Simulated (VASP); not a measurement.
Band structure of NiO (rock salt, AFM-II order). Computed with optB86b-vdW, VASP's PBE PAW potentials (set 64) (plane waves; VASP 6.6.1).

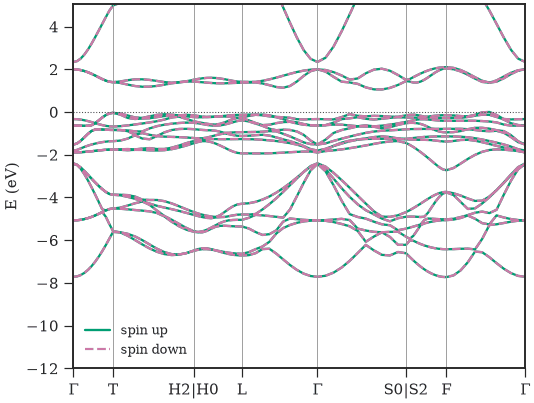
*Bands along high-symmetry lines, zero at the valence-band maximum or, without a gap, the Fermi level*

Question: Read the plot: is there a gap, and where are the band edges?

Answer: The gap is indirect, 1.05 eV, from the valence maximum at F-Γ at 0.55 to the conduction minimum at Γ-S0 at 0.73. (Edges off the drawn lines would not show.)

The compound is NiO in the rock salt, AFM-II order structure. It was relaxed first.
